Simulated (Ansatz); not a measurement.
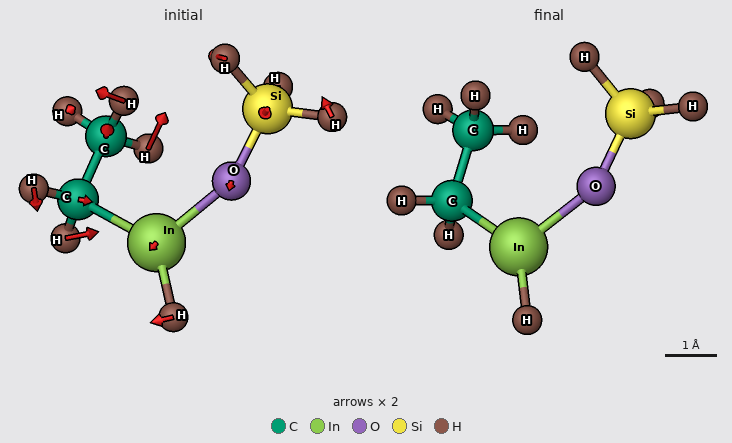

The structure of C2H9InOSi before (left) and after (right) a relaxation, at one scale. The red arrows give the displacements, magnified 2 times.

A ball-and-stick model, seen at a tilt.

The start comes from GFN2-xTB.

The calculation used Ansatz 0.2.0, RKS PBE0-D4/def2-TZVP. Set-up: force threshold 0.005 eV/Å; at most 150 steps.

> What changed between the two?

Over 19 geometry steps the energy falls by 3.69 kcal/mol. The largest force component goes from 1.2 to 0.0038 eV/Å. The forces were under the threshold at step 12, but the run went on from there. An H atom moves most after the best rigid fit: 0.58 Å. By element the largest moves are H 0.58 Å, C 0.26 Å, Si 0.22 Å, In 0.12 Å, O 0.12 Å. Among the contacts that change: C–In 2.260 → 2.149 Å, H–In 1.744 → 1.708 Å, H–Si 1.465 → 1.490 Å, In–O 1.979 → 2.004 Å. Bond angles that change, for instance: In–O–Si 152.2° → 145.3°, C–C–In 109.0° → 113.9°, O–Si–H 106.5° → 110.5°.
